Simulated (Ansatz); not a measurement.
```yaml
atoms:
  - { symbol: Zn, position_ang: [-0.0789, -1.0073, 0.6140] }
  - { symbol: Cl, position_ang: [1.9933, -0.4031, 1.0776] }
  - { symbol: O, position_ang: [-1.2899, -2.3365, 0.7046] }
  - { symbol: H, position_ang: [0.0375, 1.3068, -0.6112] }
  - { symbol: O, position_ang: [-0.7064, 0.6763, -0.4364] }
  - { symbol: H, position_ang: [1.9141, 1.2498, -0.0402] }
  - { symbol: F, position_ang: [1.5552, 1.9354, -0.6122] }
  - { symbol: H, position_ang: [-2.1917, -2.0283, 0.5474] }
  - { symbol: H, position_ang: [-1.2333, 0.6069, -1.2435] }
```

These are results of RKS B3LYP-D4/def2-SVP in Ansatz 0.2.0, not measurements.

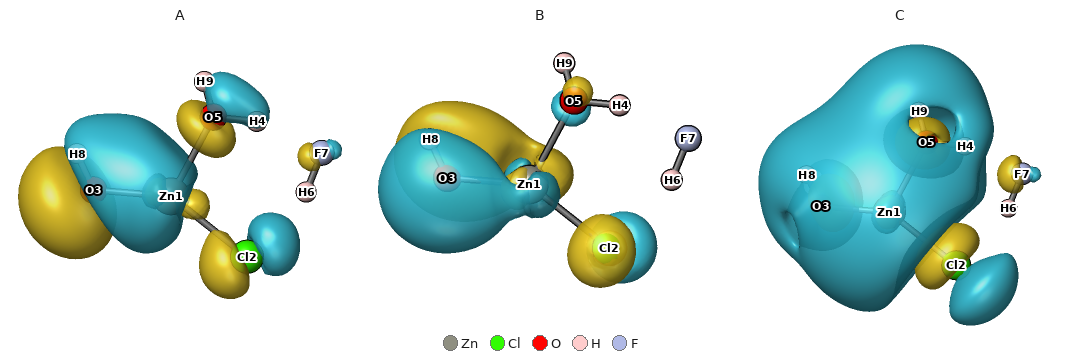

ClH₃O₂Zn···HF. Three frontier orbitals at ±0.05 Å⁻³ᐟ² (yellow and cyan are the two phases), in no order.

**Which picture is the HOMO−1, the HOMO and the LUMO?**

A is the HOMO−1 (−7.75 eV). It lies mainly on O3 (about 75 %) and Zn1 (about 15 %); largely a lone pair of O3. B is the HOMO (−7.09 eV). Its weight (Hirshfeld) is mainly on O3 (about 80 %) and Zn1 (about 10 %); largely a lone pair of O3. C is the LUMO (−0.93 eV). By Hirshfeld shares it lies mainly on Zn1 (about 45 %), H9 (about 10 %), Cl2 (about 10 %), O3 (about 10 %) and O5 (about 10 %).

**What is the HOMO–LUMO gap?**

6.16 eV between the orbital energies.
